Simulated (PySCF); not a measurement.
# doublet [C2H4F2]+: levels of theory compared

We compute a comparison of 6 runs (U-r2SCAN/def2-SVPD, U-revPBE/def2-SVPD, U-wB97X/def2-SVPD, UB3LYP/def2-SVPD, UBHLYP/def2-SVPD, UPBE0/def2-SVPD) of doublet [C2H4F2]+. The job is set up through a Python script.

Program for the calculation: PySCF 2.14.0.

## Step 1: The molecule

[C2H4F2]+ has 8 atoms, charge +1, and is taken as a doublet. SMILES of the parent species: `FCCF`. The coordinates come from a PBE0-D4/def2-TZVP relaxation. This is one conformer, not always the lowest. That shape belongs to the parent species and isn't relaxed for this state.

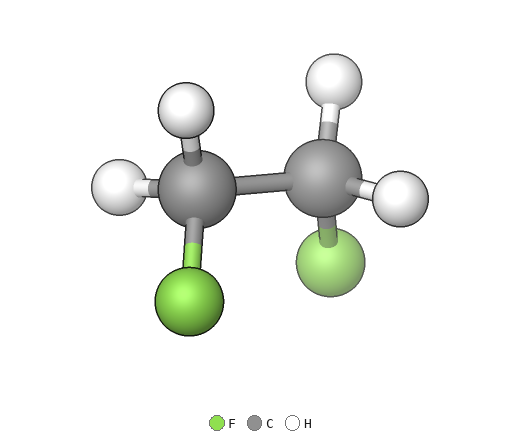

Viewed from a chosen angle; fluorine green, carbon grey, hydrogen white.

## Step 2: A single-point energy at U-r2SCAN/def2-SVPD (run 1)

The input, geometry.xyz:

```xyz
8

F     -1.312370     0.775570     0.874010
C     -0.115750     0.716060     0.193200
C      0.217900    -0.696080    -0.177380
F     -0.618130    -1.153280    -1.172850
H     -0.201180     1.337840    -0.702830
H      0.670250     1.117960     0.841860
H      1.248900    -0.742470    -0.544780
H      0.110390    -1.355610     0.688780
```

The input, calc.py:

```python
from pyscf import gto, dft

mol = gto.Mole()
mol.atom = 'geometry.xyz'
mol.spin = 1
mol.basis = 'def2-svpd'
mol.verbose = 4
mol.max_memory = 1860
mol.charge = 1
mol.build()

calc0 = dft.UKS(mol)
calc0.xc = 'r2scan'
calc0.conv_tol = 1e-10
calc0.grids.level = 5
calc0.kernel()
if not calc0.converged:
    calc0 = calc0.newton().run(calc0.mo_coeff, calc0.mo_occ)

e_final = calc0.e_tot
print('Final energy', e_final)
```

The run is started by

```console
$ OMP_NUM_THREADS=1 python calc.py
```

Log:

```text
PySCF version 2.14.0

[... 113 lines left out ...]
converged SCF energy = -277.523915429937  <S^2> = 0.75238275  2S+1 = 2.0023813
Final energy -277.523915429937
```

Wall time 2.1 min (1 thread of Arm Neoverse V2, shared host); peak memory 0.71 GiB.

## Step 3: The energy at U-revPBE/def2-SVPD (run 2)

The input, job.py:

```python
from pyscf import gto, dft

system = gto.M(
    atom='''
F     -2.480020     1.465615     1.651640
C     -0.218736     1.353157     0.365095
C      0.411771    -1.315401    -0.335200
F     -1.168096    -2.179383    -2.216365
H     -0.380175     2.528151    -1.328156
H      1.266589     2.112638     1.590885
H      2.360079    -1.403065    -1.029485
H      0.208607    -2.561732     1.301606
''',
    verbose=3,
    spin=1,
    charge=1,
    max_memory=1860,
    basis='def2-svpd',
    unit='bohr',
)

calc0 = dft.UKS(system)
calc0.xc = 'revpbe'
calc0.conv_tol = 1e-10
calc0.grids.level = 5
calc0.kernel()
if not calc0.converged:
    calc0 = calc0.newton().run(calc0.mo_coeff, calc0.mo_occ)

etot = calc0.e_tot
print('Final energy', etot)
```

The run is started by

```console
$ OMP_NUM_THREADS=1 python job.py
```

Log:

```text
converged SCF energy = -277.584457081514  <S^2> = 0.75110206  2S+1 = 2.0011018
Final energy -277.58445708151396
```

Wall time 55 s (1 thread of Arm Neoverse V2, shared host); peak memory 0.66 GiB.

## Step 4: A single-point energy at U-wB97X/def2-SVPD (run 3)

The input, job.py:

```python
from pyscf import gto, dft

mol = gto.M(
    atom='''
F     -1.312370     0.775570     0.874010
C     -0.115750     0.716060     0.193200
C      0.217900    -0.696080    -0.177380
F     -0.618130    -1.153280    -1.172850
H     -0.201180     1.337840    -0.702830
H      0.670250     1.117960     0.841860
H      1.248900    -0.742470    -0.544780
H      0.110390    -1.355610     0.688780
''',
    spin=1,
    verbose=3,
    basis='def2-svpd',
    max_memory=1860,
    charge=1,
)

ks = dft.UKS(mol, xc='wb97x')
ks.grids.level = 5
ks.conv_tol = 1e-10
ks.kernel()
if not ks.converged:
    ks = ks.newton().run(ks.mo_coeff, ks.mo_occ)

etot = ks.e_tot
print('Final energy', etot)
```

The run is started by

```console
$ OMP_NUM_THREADS=1 python job.py
```

Log:

```text
WARN: HOMO -0.368307002608916 >= LUMO -0.368307002608915

converged SCF energy = -277.577397215129  <S^2> = 0.75392477  2S+1 = 2.0039209
Final energy -277.5773972151288
```

Wall time 84 s (1 thread of Arm Neoverse V2, shared host); peak memory 0.66 GiB.

Runs 4 to 5 aren't shown in full; the table further down has their settings and results.

## Step 5: A single-point energy at UPBE0/def2-SVPD (run 6)

The input, run.py:

```python
from pyscf import gto, dft

mol = gto.Mole()
mol.atom = '''
F     -1.312370     0.775570     0.874010
C     -0.115750     0.716060     0.193200
C      0.217900    -0.696080    -0.177380
F     -0.618130    -1.153280    -1.172850
H     -0.201180     1.337840    -0.702830
H      0.670250     1.117960     0.841860
H      1.248900    -0.742470    -0.544780
H      0.110390    -1.355610     0.688780
'''
mol.verbose = 3
mol.max_memory = 1860
mol.basis = 'def2-svpd'
mol.charge = 1
mol.spin = 1
mol.build()

mf = dft.UKS(mol)
mf.xc = 'pbe0'
mf.conv_tol = 1e-10
mf.grids.level = 5
mf.kernel()
if not mf.converged:
    mf = mf.newton().run(mf.mo_coeff, mf.mo_occ)

energy = mf.e_tot
print('E = %.10f Eh' % energy)
```

The run is started by

```console
$ OMP_NUM_THREADS=1 python run.py
```

Log:

```text
converged SCF energy = -277.365341469006  <S^2> = 0.75347067  2S+1 = 2.0034677
E = -277.3653414690 Eh
```

It took 58 s on 1 thread of Arm Neoverse V2, shared host; peak memory 0.66 GiB.

## Step 6: The series

| run | level | energy (Eh) | HOMO energy (eV) | LUMO energy (eV) | ⟨S²⟩ | wall time |
| --- | --- | --- | --- | --- | --- | --- |
| 1 | U-r2SCAN/def2-SVPD | -277.523915 | -16.16 | -15.53 | 0.752 | 2.1 min |
| 2 | U-revPBE/def2-SVPD | -277.584457 | -15.71 | -15.38 | 0.751 | 55 s |
| 3 | U-wB97X/def2-SVPD | -277.577397 | -20.10 | -12.78 | 0.754 | 84 s |
| 4 | UB3LYP/def2-SVPD | -277.653872 | -17.34 | -15.07 | 0.753 | 56 s |
| 5 | UBHLYP/def2-SVPD | -277.504818 | -19.35 | -14.08 | 0.757 | 64 s |
| 6 | UPBE0/def2-SVPD | -277.365341 | -17.57 | -14.82 | 0.753 | 58 s |

## Step 7: What came out

| quantity | value |
| --- | --- |
| run 6: total energy | -277.36534 Eh |
| run 6: HOMO energy (highest over α and β) | -17.57 eV |
| run 6: LUMO energy (lowest over α and β) | -14.82 eV |
| run 6: ⟨S²⟩ | 0.753 |

In words: Totals of different functionals can't be ranked against each other. All runs together took 7.4 min, the longest 2.1 min.
